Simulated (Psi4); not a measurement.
**COF2 (carbonyl fluoride) at B2PLYP/aug-cc-pVDZ (density fitting for correlation)**

Aim: the vertical singlet–triplet gap of COF2 (carbonyl fluoride) at B2PLYP/aug-cc-pVDZ (density fitting for correlation), from 2 runs. 

Program for the calculation: Psi4 1.11.

3 further runs of the same task are left out: 3 that didn't finish.

## 1. The system as given

The species is COF2 (4 atoms), meant as a singlet with charge 0. As SMILES, `O=C(F)F`. The coordinates come from a PBE0-D4/def2-TZVP relaxation.

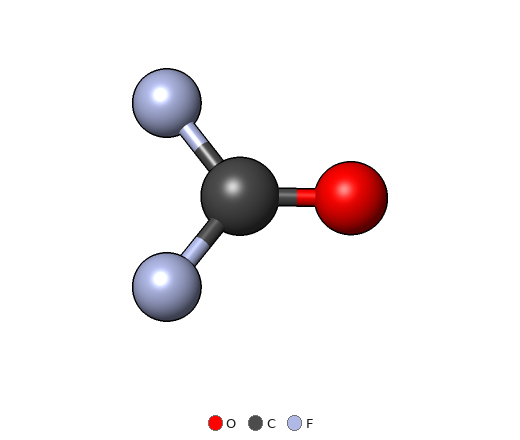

The structure, seen from a chosen angle (oxygen red, carbon dark grey, fluorine light blue).

## 2. The energy at B2PLYP/aug-cc-pVDZ (density fitting for correlation)

The input, cf2o.json:

```json
{
 "schema_name": "qcschema_input",
 "schema_version": 1,
 "molecule": {
  "schema_name": "qcschema_molecule",
  "schema_version": 2,
  "symbols": ["O", "C", "F", "F"],
  "geometry": [-2.34828707, -0.29744289, 0.29084775, -0.17353355, -0.02197751, 0.02148619, 1.59774454, -1.5621799, 0.80250999, 0.92405718, 1.8816003, -1.11486282],
  "molecular_charge": 0,
  "molecular_multiplicity": 1,
  "fix_symmetry": "c1",
  "fix_com": true,
  "fix_orientation": true
 },
 "driver": "energy",
 "model": {
  "method": "b2plyp",
  "basis": "aug-cc-pVDZ"
 },
 "keywords": {
  "puream": true,
  "e_convergence": 1e-09,
  "d_convergence": 1e-08,
  "scf_type": "pk",
  "dft_radial_points": 99,
  "dft_spherical_points": 590,
  "num_frozen_docc": 4
 }
}
```

Run with:

```sh
$ psi4 --qcschema cf2o.json -n 1 --memory 2200MB
```

stdout:

```text
[...]
  Running in c1 symmetry.
[...]
  Nuclear repulsion =  120.136422958684221
[...]
  Multiplicity = 1
[...]
  Nalpha       = 16
  Nbeta        = 16
[...]
    Number of basis functions: 92
[...]
   @RKS iter   1:  -312.45808839099476   -2.80550e-01   6.88129e-03 ADIIS/DIIS
[...]
   @RKS iter  11:  -312.60014532875266   -1.25056e-12   3.12472e-09 DIIS
[...]
    Orbital Energies [Eh]
    ---------------------
    Doubly Occupied:
       1A    -25.468767     2A    -25.468754     3A    -19.805439
       4A    -10.918190     5A     -1.530922     6A     -1.455993
       7A     -1.281574     8A     -0.817932     9A     -0.738701
      10A     -0.688208    11A     -0.665797    12A     -0.591960
      13A     -0.582153    14A     -0.571360    15A     -0.484598
      16A     -0.449624
[...]
  @RKS Final Energy:  -312.60014532875266
   => Energetics <=
    Nuclear Repulsion Energy =            120.1364229586842214
    One-Electron Energy =                -670.4210043421975342
    Two-Electron Energy =                 254.3915340796335727
    DFT Exchange-Correlation Energy =     -16.7070980248728773
    Empirical Dispersion Energy =           0.0000000000000000
    VV10 Nonlocal Energy =                  0.0000000000000000
    Total Energy =                       -312.6001453287526601
[...]
 Multipole Moments:
 ------------------------------------------------------------------------------------
     Multipole            Electronic (a.u.)      Nuclear  (a.u.)        Total (a.u.)
 ------------------------------------------------------------------------------------
 L = 1.  Multiply by 2.5417464519 to convert [e a0] to [Debye]
 Dipole X            :         -2.4372209            2.8687176            0.4314967
 Dipole Y            :         -0.3087120            0.3633754            0.0546634
 Dipole Z            :          0.3020270           -0.3554763           -0.0534493
 Magnitude           :                                                    0.4382172
[...]
```

The result, in JSON:

```text
{
 "driver": "energy",
 "model": {
  "method": "b2plyp",
  "basis": "aug-cc-pVDZ"
 },
 "success": true,
 "return_result": -312.8368551172009,
 "properties": {
  "calcinfo_nbasis": 92,
  "calcinfo_nmo": 92,
  "calcinfo_nalpha": 16,
  "calcinfo_nbeta": 16,
  "calcinfo_natom": 4,
  "nuclear_repulsion_energy": 120.13642295868422,
  "return_energy": -312.8368551172009,
  "scf_one_electron_energy": -670.4210043421975,
  "scf_two_electron_energy": 254.39153407963357,
  "scf_xc_energy": -16.707098024872877,
  "scf_dipole_moment": [0.4314966844362256, 0.054663444508270764, -0.0534493386150674],
  "scf_total_energy": -312.60014532875266,
  "scf_iterations": 11
 }
}
```

Wall time 19 s (1 thread of Intel Xeon at 2.50GHz (Skylake/Cascade Lake), shared host); peak memory 0.94 GiB.

## 3. The triplet at the same level

The input, run_ase.py:

```python
import numpy as np
from ase.calculators.psi4 import Psi4
from ase import Atoms

a = Atoms(['O', 'C', 'F', 'F'], positions=[
    [-1.242660, -0.157400, 0.153910],
    [-0.091830, -0.011630, 0.011370],
    [0.845490, -0.826670, 0.424670],
    [0.488990, 0.995700, -0.589960],
])
calc = Psi4(atoms=a, method='b2plyp', basis='aug-cc-pVDZ', memory='2200MB', num_threads=1, charge=0, multiplicity=3, label='cf2o', reference='uks')
calc.psi4.set_options({'puream': True, 'e_convergence': 1e-09, 'd_convergence': 1e-08, 'scf_type': 'pk', 'dft_radial_points': 99, 'dft_spherical_points': 590, 'num_frozen_docc': 4, 'maxiter': 100})
a.calc = calc

print(f'energy: {a.get_potential_energy():.6f} eV')
```

Run with:

```sh
$ python run_ase.py
```

cf2o.dat:

```text
[...]
  Running in c1 symmetry.
[...]
  Nuclear repulsion =  120.136422940772235
[...]
  Multiplicity = 3
[...]
  Nalpha       = 17
  Nbeta        = 15
[...]
    Number of basis functions: 92
[...]
   @UKS iter   1:  -312.28446916110801   -1.06930e-01   3.87293e-03 ADIIS/DIIS
[...]
   @UKS iter  13:  -312.36812113614246   -6.02540e-12   7.16593e-09 DIIS
[...]
   @S^2 Observed:                2.009247928E+00
[...]
    Orbital Energies [Eh]
    ---------------------
    Alpha Occupied:
       1A    -25.437226     2A    -25.437218     3A    -19.904608
       4A    -10.805299     5A     -1.503680     6A     -1.425046
       7A     -1.371363     8A     -0.801440     9A     -0.738379
      10A     -0.704296    11A     -0.701247    12A     -0.589777
      13A     -0.585099    14A     -0.577436    15A     -0.570351
      16A     -0.535478    17A     -0.196539
    Alpha Virtual:
      18A      0.023712    19A      0.064678    20A      0.065512
      21A      0.065545    22A      0.161029    23A      0.165222
      24A      0.179629    25A      0.194808    26A      0.219523
[...]
  @UKS Final Energy:  -312.36812113614246
   => Energetics <=
    Nuclear Repulsion Energy =            120.1364229407722348
    One-Electron Energy =                -670.5143931493894343
    Two-Electron Energy =                 254.7495548562095564
    DFT Exchange-Correlation Energy =     -16.7397057837348413
    Empirical Dispersion Energy =           0.0000000000000000
    VV10 Nonlocal Energy =                  0.0000000000000000
    Total Energy =                       -312.3681211361424630
[...]
 Multipole Moments:
 ------------------------------------------------------------------------------------
     Multipole            Electronic (a.u.)      Nuclear  (a.u.)        Total (a.u.)
 ------------------------------------------------------------------------------------
 L = 1.  Multiply by 2.5417464519 to convert [e a0] to [Debye]
 Dipole X            :          0.8376182           -1.1401014           -0.3024832
 Dipole Y            :          0.1061023           -0.1444089           -0.0383066
 Dipole Z            :         -0.1037478            0.1412094            0.0374616
 Magnitude           :                                                    0.3071919
[...]
```

On the terminal:

```text
energy: -8505.789962 eV
```

It took 27 s on 1 thread of Intel Xeon at 2.50GHz (Skylake/Cascade Lake), shared host; peak memory 0.97 GiB.

## 4. What came out

At B2PLYP/aug-cc-pVDZ (density fitting for correlation), 4 core orbitals frozen:

| quantity | value |
| --- | --- |
| singlet: total energy | -312.83686 Eh |
| singlet: HOMO energy (SCF part's orbitals) | -12.23 eV |
| singlet: LUMO energy (SCF part's orbitals) | 0.60 eV |
| singlet: HOMO–LUMO gap (SCF part's orbitals) | 12.84 eV |
| triplet: total energy | -312.58202 Eh |
| triplet: HOMO energy (SCF part's orbitals) (highest over α and β) | -5.35 eV |
| triplet: LUMO energy (SCF part's orbitals) (lowest over α and β) | -4.82 eV |
| triplet: ⟨S²⟩ | 2.009 |
| vertical energy of the triplet above the singlet | 6.934 eV |

In words: At this shape the triplet lies 6.93 eV (160 kcal/mol) above the singlet.
